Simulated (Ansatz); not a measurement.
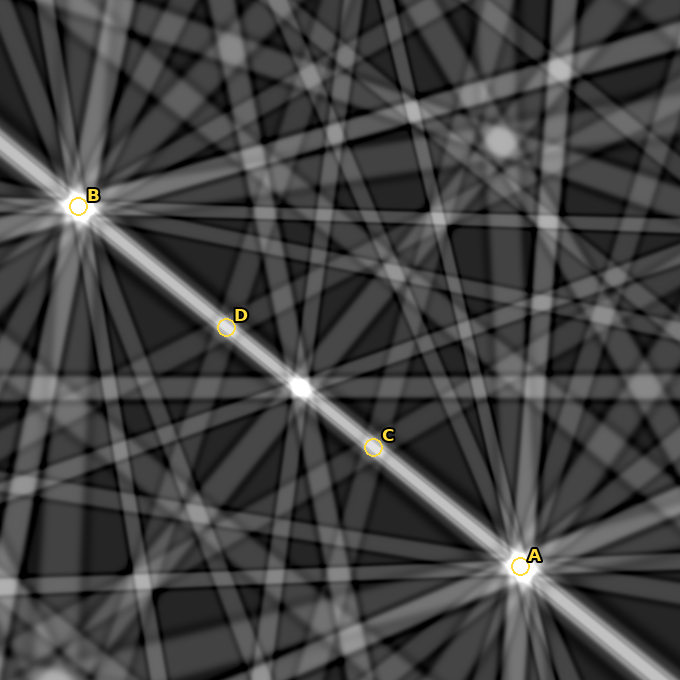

Simulated Kikuchi (electron backscatter) pattern at 20 kV: kinematic bands of width 2θ(Bragg) in gnomonic projection, seen from the camera side; the frame spans ±37° from its centre. Crystal: SrSiHgS4, space group Ama2 (No. 40), a = 10.376 Å, b = 10.274 Å, c = 6.400 Å. Structure: coordinates from a relaxation with Ansatz, DFT, PAW plane waves, r2scan; the starting structure was generated, so it need not be a known form of this composition.

```tsv
atom	site	symmetry	x	y	z
Sr	4a	..2	0.0000	0.5000	0.5015
Hg	4b	m..	0.7500	0.3313	0.9473
Si	4b	m..	0.7500	0.7162	0.9874
S	8c	1	0.4153	0.2758	0.1863
S	4b	m..	0.7500	0.3969	0.3134
S	4b	m..	0.7500	0.5676	0.7602
```

Pole A is [011] and pole B is [01-1].

Q: Index the poles C and D.

A: C is [031], 20.2° from A and 43.6° from B. D is [03-1], 43.6° from A and 20.2° from B.

Q: Which band joins A and B, and how wide is it?

A: It comes from the planes common to both zones. The strongest order is 4 0 0 with d = 2.594 Å, so the band is 2θ = 1.9° wide (λ = 0.0859 Å). Other orders of the same planes (2 0 0, 6 0 0, 8 0 0) lie on the same centre line with other widths.
